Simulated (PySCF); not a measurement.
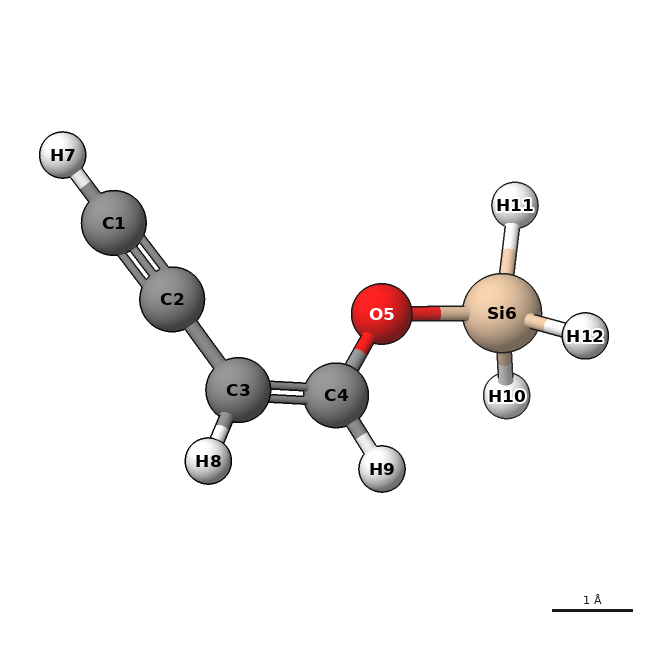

Computed geometry: PBE0-D3(BJ)/def2-SVP optimisation. No frequency run is at hand to confirm it as a minimum.

> What is the geometry at C2?

C2 has 2 neighbours (C1 at 1.21, C3 at 1.42 Å); the arrangement is linear.

> Describe the coordination of atom 1.

C1 has 2 neighbours (C2 at 1.21, H7 at 1.07 Å); the arrangement is linear.

> What is the geometry at O5?

O5 has 2 neighbours (C4 at 1.34, Si6 at 1.68 Å); the arrangement is bent.

> Describe the coordination of atom 3.

C3 has 3 neighbours (C2 at 1.42, C4 at 1.35, H8 at 1.09 Å); the arrangement is trigonal planar.

> What is the dihedral angle C2–C3–C4–O5?

0° in size, that is syn (eclipsed).
